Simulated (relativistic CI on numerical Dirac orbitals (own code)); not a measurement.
**Relativistic CI calculation, with input and output: Lu³⁺**

System: Lu³⁺.
Method: Dirac-Coulomb-Breit CI, KLI orbitals optimised for each configuration, model QED (radiative potential, 1s self-energy scaled to tabulated hydrogen-like ionisation energies), valence Slater integrals scaled by 0.8, multiplet model of core-to-valence dipole absorption in a parametric crystal field (relativistic CI on numerical Dirac orbitals, in-house).

## Summary

| quantity | value |
| --- | --- |
| outcome | converged |
| hardware | 1 CPU thread, shared host |

## Notes

Caveats: free-ion energies, so absolute edge positions are off by a few eV from solids.

## Input file
```
atom Lu  Z=71  charge=3  electrons=68
nucleus A=175  rms_radius_fm=5.3700
hamiltonian dirac-coulomb  breit=on  qed=on  c_scale=1
orbitals kli  potential=per-configuration
slater_scale 0.8
correlation none
mixing on
configurations
  [Xe] 4f14
  [He] 2s2 2p5 3s2 3p6 3d10 4s2 4p6 4d10 4f14 5s2 5p6 5d
end
absorption L2,3 T=10 lorentz=3.0 gauss=1
crystal_field Oh 10Dq=33450
```

The program writes its results to a structured record and prints no log; tables and figures of this report are taken from that record.

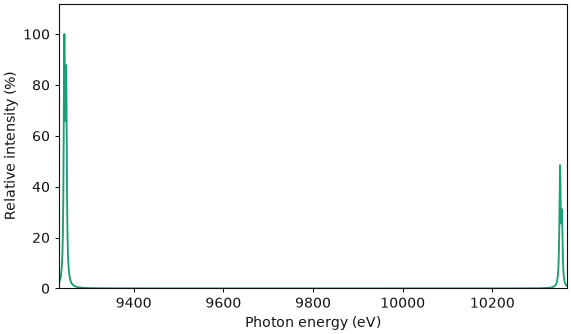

L₂,₃ X-ray absorption of Lu³⁺, [Xe] 4f¹⁴, in a field of Oh symmetry with 10Dq = 33,450 cm⁻¹. Multiplet model: relativistic Dirac–Coulomb–Breit theory, one configuration a step, Slater integrals scaled by 0.8, 10 K, Voigt broadening (Lorentzian 3 eV, Gaussian 1 eV full widths), computed with a radial Dirac CI code. The main maxima lie at 9245.4 eV (100), 9249.3 eV (88), 10351.0 eV (48) and 10355.0 eV (31), heights in % of the largest; the centroid is at 9575.3 eV. The lower edge holds 0.70 of the intensity (branching ratio, edges parted at 9800 eV), and the core spin-orbit splitting of the orbitals is 1130 eV. The ground state has S = 0.00.
